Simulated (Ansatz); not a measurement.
A series of calculations on CH6BCl

Part 1: Relaxation

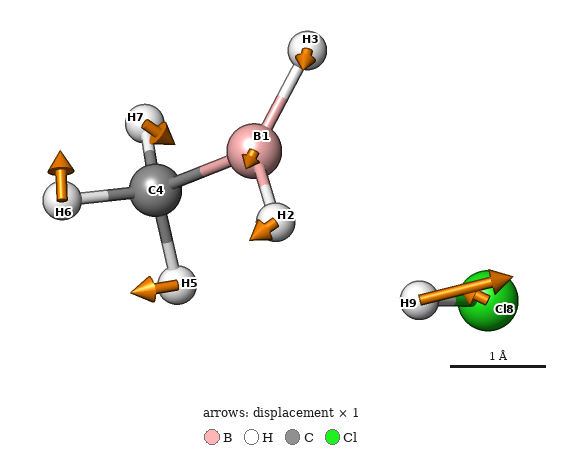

This is a relaxation of CH6BCl. The starting structure is drawn; orange arrows show the displacements, at their true length. The two geometries are superimposed by the best rigid fit.

Style: ball-and-stick. Shown from a free direction.

The run prepares an end point of a later path (reaction) calculation, from a guessed geometry.

Level of theory: RKS PBE0-D4/6-31G* in Ansatz.

Input
```yaml
crystal:
  periodic: [false, false, false]
  atoms:
    - { symbol: B, position_ang: [-0.059599, 0.220186, -0.005311] }
    - { symbol: H, position_ang: [-0.120055, 0.333094, 1.187463] }
    - { symbol: H, position_ang: [1.031721, 0.276624, -0.495954] }
    - { symbol: C, position_ang: [-1.377212, 0.0938, -0.823596] }
    - { symbol: H, position_ang: [-2.013882, -0.704119, -0.417079] }
    - { symbol: H, position_ang: [-1.95981, 1.0186, -0.686922] }
    - { symbol: H, position_ang: [-1.246712, -0.064673, -1.89711] }
    - { symbol: Cl, position_ang: [0.266058, -2.640578, 1.035158] }
    - { symbol: H, position_ang: [0.13379, -1.456635, 1.632351] }
basis:
  gaussian: { orbitals: "6-31G*" }
hamiltonian:
  xc: pbe0
  dispersion: d4
relax:
  f_tol: 0.03
  max_steps: 50
```

Launched with:
```bash
ansatz run input.yaml --threads 1 --pin off --max-ram 2048MiB --backend cpu --events-out ev --progress --plain --runs-dir out
```

**Atoms of which element are displaced furthest, and by how much?**

Hydrogen: up to 1.03 Å, against 0.36 Å for chlorine.

**Describe the change and its energy.**

The atom that moves furthest after the best rigid fit is H9 (1.03 Å). Largest moves by element: H 1.03 Å, Cl 0.36 Å, B 0.22 Å, C 0.07 Å. Near-neighbour distances that change, for instance: B1–Cl8 3.061 → 2.729 Å, Cl8–H9 1.333 → 1.285 Å, B1–C4 1.556 → 1.563 Å. Among the angles between lasting bonds that change: B1–C4–H5 110.8° → 114.5°, H3–B1–C4 124.0° → 120.8°, B1–C4–H6 108.3° → 105.1°. Groups turn about B1–C4 by about 25°. Over 26 accepted moves (31 points after the start) the energy falls by 0.075 eV. Largest force component: 1 eV/Å at the start, 0.017 eV/Å at the end. The line search rejected the trial steps at points 9, 13, 18, 22, 24 of the run. The forces were under the threshold at step 19, but the run went on from there. The run took 57 s on 1 thread of Arm Neoverse V2, with other jobs on the host, peak memory 0.13 GiB.

Part 2: Relaxation

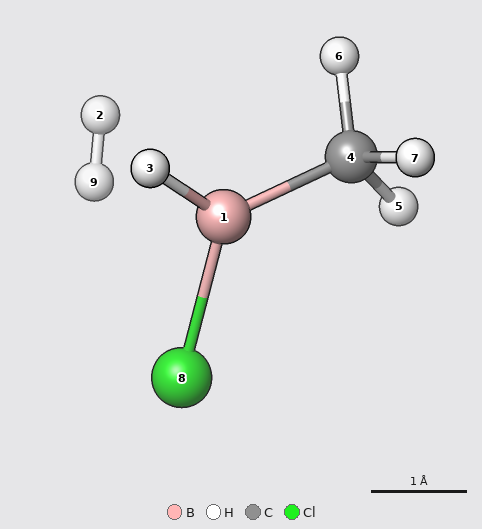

CH6BCl, before the relaxation. A ball-and-stick model, seen at a tilt.

The run prepares an end point of a later path (reaction) calculation, from a guessed geometry.

Method: RKS PBE0-D4/6-31G* in Ansatz.

The input:
```yaml
crystal:
  periodic: [false, false, false]
  atoms:
    - { symbol: B, position_ang: [0.037741, -0.562207, -0.361548] }
    - { symbol: H, position_ang: [-0.164704, 0.237041, 1.88737] }
    - { symbol: H, position_ang: [1.016039, 0.11798, -0.399452] }
    - { symbol: C, position_ang: [-1.3754, -0.094912, -0.795049] }
    - { symbol: H, position_ang: [-2.178097, -0.787886, -0.536646] }
    - { symbol: H, position_ang: [-1.604847, 0.900782, -0.394711] }
    - { symbol: H, position_ang: [-1.364626, 0.024164, -1.889192] }
    - { symbol: Cl, position_ang: [0.330609, -2.296744, 0.121963] }
    - { symbol: H, position_ang: [-0.042414, -0.461918, 1.896265] }
basis:
  gaussian: { orbitals: "6-31G*" }
hamiltonian:
  xc: pbe0
  dispersion: d4
relax:
  f_tol: 0.03
  max_steps: 50
```

Command:
```bash
ansatz run input.yaml --threads 1 --pin off --max-ram 2048MiB --backend cpu --events-out ev --progress --plain --runs-dir out
```

Question: What does the optimiser find from here?

Answer: The atom that moves furthest after the best rigid fit is H2 (0.63 Å). By element the largest moves are H 0.63 Å, Cl 0.30 Å, B 0.28 Å, C 0.12 Å. Near-neighbour distances that change, for instance: B1–Cl8 1.824 → 1.759 Å, H2–H9 0.710 → 0.745 Å, B1–H3 1.192 → 1.197 Å, B1–C4 1.550 → 1.555 Å. After 10 geometry steps the energy has fallen by 0.176 eV. Largest force component: 1.5 eV/Å at the start, 0.028 eV/Å at the end. The forces were under the threshold at step 8, but the run went on from there.

Final geometry:

```xyz
9

B     0.0536   -0.6897   -0.6144
H    -0.2112    0.4689    2.4702
H     1.0349   -0.0095   -0.6966
C    -1.3737   -0.1474   -0.9075
H    -2.1856   -0.8496   -0.7009
H    -1.5451    0.7833   -0.3496
H    -1.4241    0.1406   -1.9694
Cl    0.3312   -2.3680   -0.1668
H    -0.0257   -0.2521    2.4640
```

After the run, drawn alike:

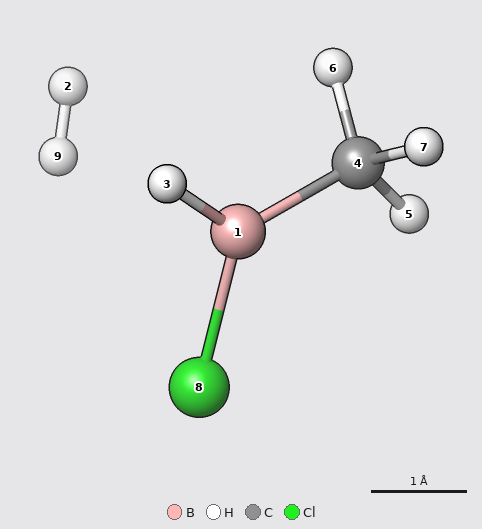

Limits of the set-up: the start holds two separate molecules, 2.3 Å apart at their closest, whose relative position is a soft coordinate.

Part 3: Path

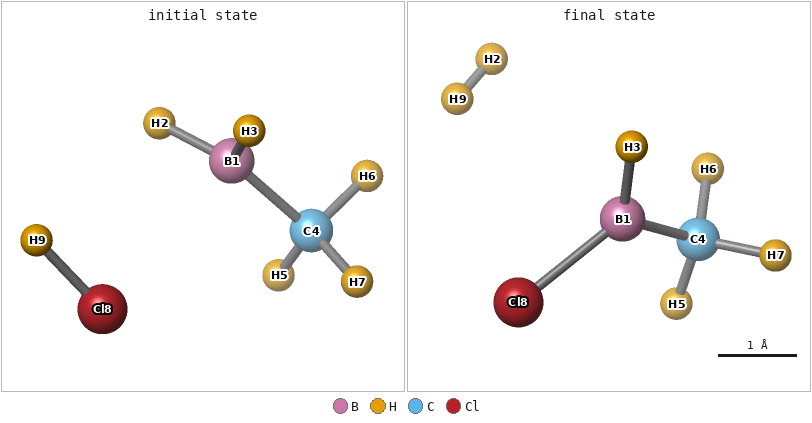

The two relaxed end points of a path for CH6BCl, made up at the start of CH$_{5}$B and HCl. A ball-and-stick model, seen at a tilt.

Computed with RKS PBE0-D4/6-31G* (Ansatz).

Settings: 7 movable images; climbing image; force threshold 0.05 eV/Å; iteration limit 60.

Start:
```xyz
9

B    -0.2285    0.2344    0.1344
H    -0.4233    0.5039    1.2907
H     0.9051    0.2728   -0.2637
C    -1.4235    0.1043   -0.8649
H    -2.3505   -0.2692   -0.4176
H    -1.6364    1.1362   -1.1960
H    -1.1968   -0.4649   -1.7723
Cl    0.0971   -2.3824    0.8389
H     0.9110   -2.0589    1.7796
```

End:
```xyz
9

B    -0.0067   -0.7586   -0.6315
H    -0.0464    0.4439    2.4474
H     1.0359   -0.1837   -0.7533
C    -1.3799   -0.0744   -0.8832
H    -2.2522   -0.6878   -0.6423
H    -1.4359    0.8731   -0.3301
H    -1.4364    0.2094   -1.9459
Cl    0.1121   -2.4531   -0.1751
H     0.0638   -0.2924    2.4429
```

Question: What barrier does the band find between them, and by what path?

Answer: The energy climbs by 34.1 kJ/mol to image 4 and then falls by 127.8 kJ/mol, so the end point sits at −93.6 kJ/mol. Breaking: B1–H2 (1.20 → 1.27 at the top → 3.31 Å), Cl8–H9 (1.29 → 1.47 at the top → 3.39 Å). Forming: B1–Cl8 (2.73 → 2.20 at the top → 1.76 Å), H2–H9 (2.93 → 1.15 at the top → 0.74 Å). The band converged in 13 iterations. The largest component of the band force went from 3.9 to 0.016 eV/Å. The climbing image converged on the top of the path. Its vibrational analysis gives one imaginary mode (720i cm⁻¹), as a transition state must have.

Energies of the converged images:

| image | path (Å) | E (kJ/mol) |
| --- | --- | --- |
| 0 | 0.00 | 0.0 |
| 1 | 0.55 | 0.3 |
| 2 | 1.10 | 2.5 |
| 3 | 1.66 | 10.9 |
| 4 | 2.21 | 34.1 |
| 5 | 2.92 | -43.2 |
| 6 | 3.63 | -82.7 |
| 7 | 4.35 | -92.6 |
| 8 | 5.06 | -93.6 |

The geometry at the top of the path:

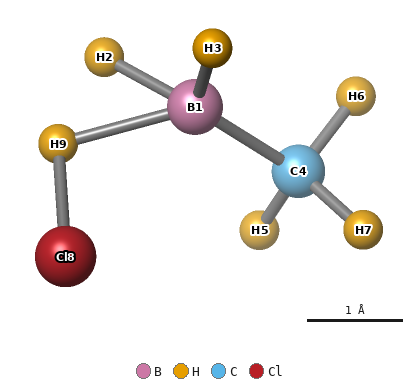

Limits of the set-up: the start holds two separate molecules, 2.7 Å apart at their closest, whose relative position is a soft coordinate.

The run took 2.7 min on 1 thread of Arm Neoverse V2, with other jobs on the host, peak memory 0.12 GiB.
